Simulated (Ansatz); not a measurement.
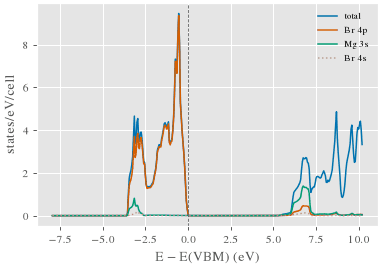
*Total and projected density of states of MgBr₂ (CdI2 type, P-3m1), the program Ansatz at the r²SCAN+D4 level (PAW)*

Q: Which orbitals carry the states next to the gap?

A: Top 1 eV of the valence band: Br 4p 99 %. Bottom 1 eV of the conduction band: Mg 3s 57 %, Br 4p 15 %, Br 4s 9 %, outside the projected shells 19 %. Projections are on Löwdin-orthogonalised atomic valence shells; empty p or d shells of many metals are not among them.

Q: Where is the tallest occupied peak in this window, and what makes it?

A: Near -0.5 eV, about 9.5 states/eV per cell; the largest projected share is Br 4p.

The workflow started from a Materials Project entry (that database holds measured and hypothetical structures alike); the Crystallography Open Database files this formula in space group No. 164, but the cells were not matched. Its standing as an ambient phase is unchecked. The r²SCAN+D4 relaxation kept the symmetry of its start; whether a distortion lowers the energy is not shown. Spin–orbit coupling is left out wherever it is not named.

Potentials: the later of the program's two PAW sets.
